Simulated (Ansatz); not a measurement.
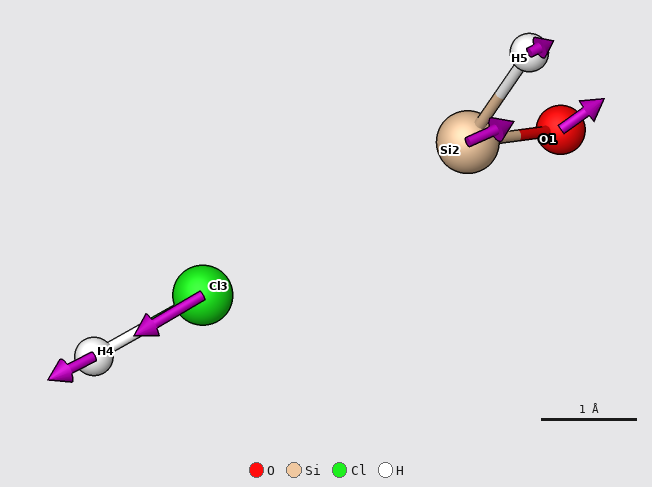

This is a relaxation of SiH₂OCl (charge −1). The starting structure is drawn; purple arrows show the displacements, 5 times their true length. The two geometries are superimposed by the best rigid fit.

The picture is a ball-and-stick view, seen from a free direction.

It is one of the separated reactants of a reaction.

All numbers below come from RKS PBE0-D4/def2-TZVPD in Ansatz.

Input
```yaml
crystal:
  periodic: [false, false, false]
  atoms:
    - {symbol: O, position_ang: [-1.925296, 0.023373, -0.294805]}
    - {symbol: Si, position_ang: [-0.370752, 0.363104, -0.066223]}
    - {symbol: Cl, position_ang: [2.168462, -1.048049, 1.493617]}
    - {symbol: H, position_ang: [3.232161, -1.596675, 2.124286]}
    - {symbol: H, position_ang: [-0.107179, 1.770722, -0.835767]}
basis:
  gaussian: {orbitals: def2-TZVPD}
total_charge: -1
hamiltonian: {xc: pbe0, dispersion: d4}
relax: {f_tol: 0.005, max_steps: 200}
```

Launched with:
```bash
ansatz run in.yaml --threads 2 --pin off --events-out ev --progress --plain --max-ram 4352MiB
```

Question: Describe the change and its energy.

Answer: Over 5 accepted moves (6 points after the start) the energy falls by 0.085 eV. Largest force component: 1.8 eV/Å at the start, 0.0013 eV/Å at the end. The line search rejected the trial step at point 3 of the run. Cl3 moves most after the best rigid fit: 0.17 Å. By element the largest moves are Cl 0.17 Å, Si 0.12 Å, H 0.12 Å, O 0.12 Å. Some distances before and after: Si2–Cl3 3.297 → 3.588 Å, Cl3–H4 1.353 → 1.297 Å, O1–Si2 1.608 → 1.562 Å, Si2–H5 1.626 → 1.615 Å.

Limits of the set-up: the start holds two separate molecules, 3.3 Å apart at their closest, whose relative position is a soft coordinate.
